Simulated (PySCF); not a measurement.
C$_{3}$H$_{8}$ClOSi (SMILES CCO[SiH]CCl) (doublet)

```xyz
14

C     2.2005   -0.9818    0.1445
C     1.3982    0.2320    0.5878
O     0.1203    0.1798    0.0266
Si   -1.2105    1.0557    0.3577
C    -2.4491    0.3200   -0.8895
Cl   -4.0902    0.8190   -0.4154
H     1.7143   -1.8931    0.4832
H     2.2671   -1.0067   -0.9400
H     3.2020   -0.9360    0.5630
H     1.3222    0.2585    1.6815
H     1.8932    1.1555    0.2626
H    -1.6324    0.9058    1.7498
H    -2.4355   -0.7700   -0.8826
H    -2.3009    0.6607   -1.9111
```

Geometry: GFN2-xTB.

Level of theory: UKS B3LYP, pcH-1 on C Cl H O Si, non-relativistic, mean-field spin-orbit, GIAO in PySCF 2.14.0, density-fitted response routines.

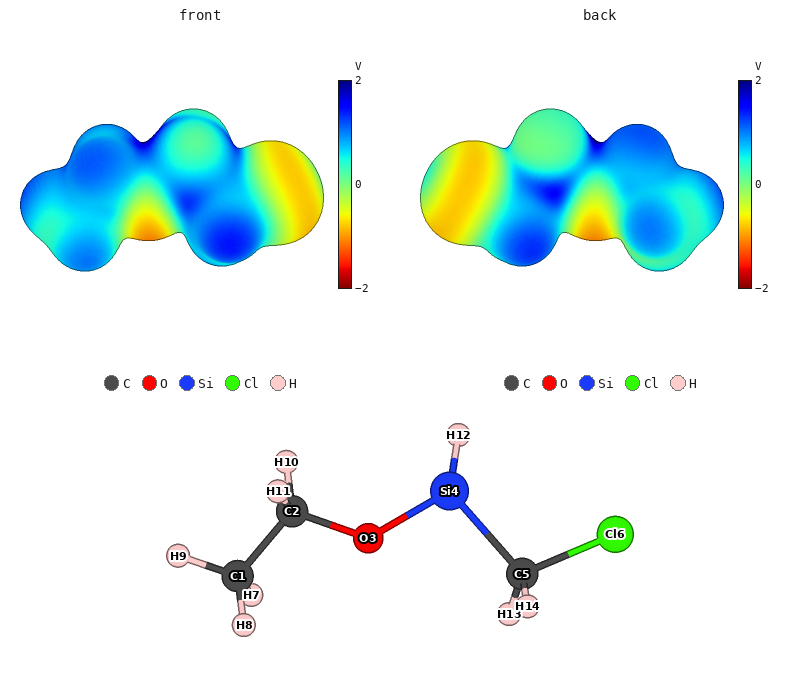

Figure 1. The electrostatic potential painted on the density surface at 0.004 e/bohr³, seen from the front and from behind; the colour scale runs from red (negative) to blue (positive). The bare structure is drawn below in the same view.

### Where is the surface potential most negative and most positive?

The most negative region (about −1.1 V) lies over O3, the most positive (about +1.9 V) over Si4. Cl6 shows a σ-hole: about +0.4 V at the tip opposite its bond, against about −0.7 V on its flanks. O3 is the likeliest acceptor of a hydrogen bond.

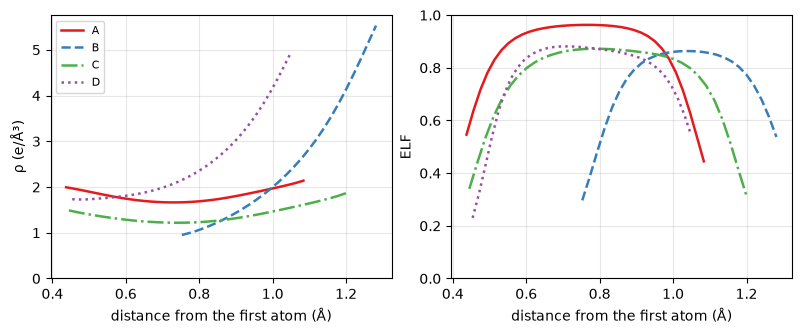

Figure 2. Total electron density and ELF along straight lines between neighbouring atoms. The curves leave out the atomic cores.

### Which curve belongs to which contact (C–C, C–Cl, C–O and Si–O)? The first atom named is at distance zero.

Curve A: C–C (1.52 Å): ρ is about 1.7 e/Å³ halfway; the ELF peaks at about 0.95 between the atoms, as expected for a covalent bond. Curve B: Si–O (1.63 Å): the density is about 1.1 e/Å³ at the midpoint; the ELF peaks at about 0.85 between the atoms; a polar covalent bond. Curve C: C–Cl (1.78 Å): ρ is about 1.3 e/Å³ halfway; the ELF peaks at about 0.85 between the atoms, as expected for localised, covalent bonding. Curve D: C–O (1.40 Å): the density is about 2 e/Å³ at the midpoint, with its minimum of 1.7 e/Å³ about 0.5 Å from C; the ELF peaks at about 0.90 between the atoms (a shared but strongly polarised pair).
